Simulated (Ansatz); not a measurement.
Start from GaP in the zinc blende structure (space group F-43m, No. 216; a = 5.451 Å).

One thing is altered: As replaces 66.7 % of the P, ordered in a cell of 6 atoms (starting symmetry Imm2) and fully relaxed.

Calculations: r2SCAN (Ansatz, a first-principles code, PAW, no SOC).

The zone is the changed cell's own and can be folded.

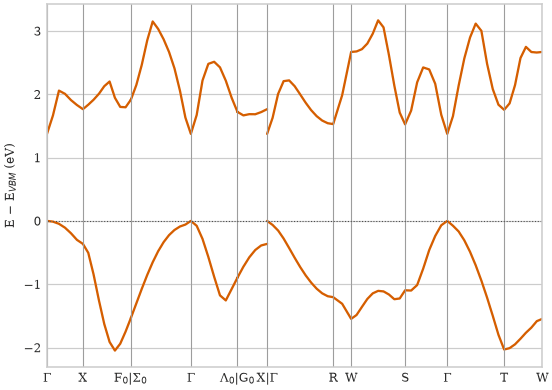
Figure. Highest valence and lowest conduction band along the path of the changed cell's own zone

Read the changed gap and its character from the plot.

About 1.4 eV, direct at Γ.

Each cell is one ordered arrangement of few atoms, which overstates ordering effects compared with a random alloy. No phonon test of stability was made. Labels are those of the standard path for the cell's own space group.
